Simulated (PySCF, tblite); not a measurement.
# CH₁₀FNSi₃: geometry, infrared bands and NMR shifts

What infrared bands and NMR shifts should CH₁₀FNSi₃ (`F[Si@@H](C[SiH3])N[SiH3]`) show?

Computed with tblite 0.8.0 and PySCF 2.14.0, with density-fitted response routines of our own, on a single molecule in the gas phase. Atoms are numbered from 0 throughout.

### 1 The starting structure

16 atoms, charge 0, multiplicity 1; geometry from: force field or distance geometry start.

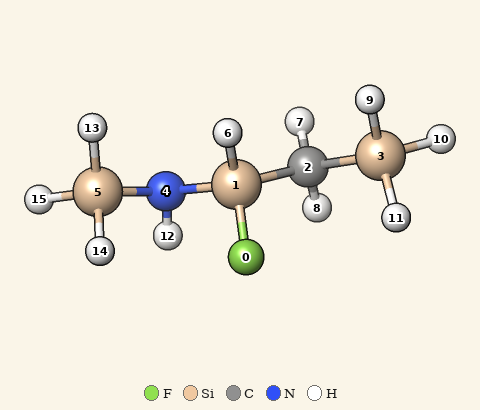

As it starts; fluorine green, silicon light orange, carbon grey, nitrogen blue, hydrogen white, atoms numbered.

### 2 Geometry optimisation with GFN2-xTB

The job: settings as JSON, then the geometry in Å.

```
{"job": {"kind": "relax", "xc": "GFN2-xTB", "basis": "xTB"}, "charge": 0, "multiplicity": 1}
F     -0.099300     0.063500     2.006300
Si     0.125500    -0.111100     0.425000
C     -1.302300     0.588700    -0.460200
Si    -2.731300    -0.512100    -0.099200
N      1.519900     0.783800     0.082800
Si     2.889600    -0.030200     0.632700
H      0.341800    -1.540200     0.095200
H     -1.118000     0.631800    -1.537300
H     -1.513400     1.613200    -0.136100
H     -2.477000    -1.907300    -0.551500
H     -3.936400    -0.036400    -0.814700
H     -3.069300    -0.542000     1.356400
H      1.451700     1.673100     0.574700
H      3.041500    -1.327200    -0.067200
H      2.822600    -0.174700     2.106700
H      4.046700     0.836100     0.324300
```

Command:

```bash
$ OMP_NUM_THREADS=1 python probes_run.py task.json out
```

This one command runs all jobs of the session in turn.

**Question.** This job is followed by: GFN2-xTB harmonic vibrations, gas phase; GIAO PBE0/pcSseg-1 NMR shielding, non-relativistic, gas phase. Predict these results of the whole session: strongest single infrared mode (GFN2-xTB); zero-point energy (GFN2-xTB); 13C shifts against TMS (PBE0/pcSseg-1); 1H shifts against TMS (PBE0/pcSseg-1, means over atoms taken as alike); 19F shifts against CFCl3 (PBE0/pcSseg-1); 29Si shifts against TMS (PBE0/pcSseg-1); 15N shifts against NH3 (PBE0/pcSseg-1).

The runs gave:

| quantity | value |
| --- | --- |
| strongest single infrared mode (GFN2-xTB) | 792 cm⁻¹, 802 km/mol |
| zero-point energy (GFN2-xTB) | 63.6 kcal/mol |
| 13C shifts against TMS (PBE0/pcSseg-1) | -5.4 ppm |
| 1H shifts against TMS (PBE0/pcSseg-1, means over atoms taken as alike) | 5.10, 4.80, 4.04, 0.50, 0.06, -0.33 ppm |
| 19F shifts against CFCl3 (PBE0/pcSseg-1) | -164.2 ppm |
| 29Si shifts against TMS (PBE0/pcSseg-1) | -3.1, -58.3, -77.6 ppm |
| 15N shifts against NH3 (PBE0/pcSseg-1) | 25.8 ppm |

What this shows: Relaxing lowered the energy by 0.592 eV in 107 steps; the close pair that moved most is Si1–C2, from 1.820 to 1.885 Å. No mode is imaginary among the 42: a minimum at this level. GFN2-xTB is a fitted tight-binding method: band positions and strengths are rough. Its intensities can rank the bands wrongly. At PBE0/pcSseg-1: The largest span, 98 ppm, is at Si5, where the paramagnetic term is -472 ppm.
